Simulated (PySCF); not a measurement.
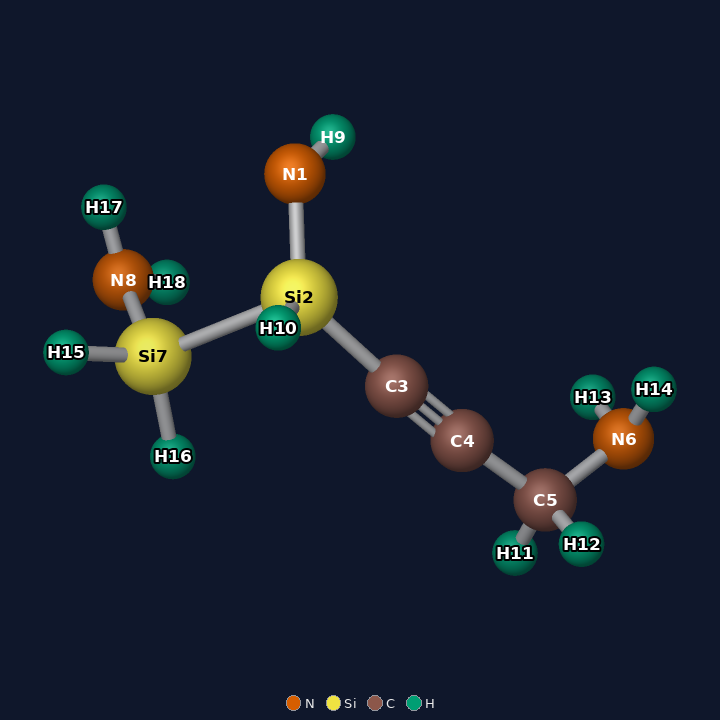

The species is neutral and a spin doublet. The geometry was computed by an optimisation with GFN2-xTB. No frequency run is at hand to confirm it as a minimum. Level of theory: UKS B3LYP, pcH-1 on C H N Si, non-relativistic (PySCF 2.14.0). Fermi-contact and spin-dipolar terms alone, no spin-orbit part.

**Which nucleus has the largest dipolar (anisotropic) hyperfine coupling?**

14N at N1: principal values −32.9, −31.5, 64.4 MHz.

List the isotropic and dipolar parts for the most strongly coupled nuclei, one of each equivalent set.

```csv
atom,isotope,a_iso (MHz),dipolar part (MHz)
N1,14N,21.8,"−32.9, −31.5, 64.4"
Si7,29Si,−133.2,"−49.5, 24.2, 25.2"
H9,1H,−44.1,"−40.5, −7.0, 47.5"
Si2,29Si,58.6,"−7.6, 1.3, 6.2"
H10,1H,93.2,"−3.1, −1.5, 4.6"
H16,1H,51.5,"−3.3, −0.6, 3.9"
H17,1H,−2.2,"−3.8, 0.6, 3.2"
H15,1H,32.7,"−3.0, −0.7, 3.7"
```

The geometry is semi-empirical. Around Si such bond lengths and angles can be off by a tenth of an ångström or more and by several degrees, and values that hang on the shape move with them.
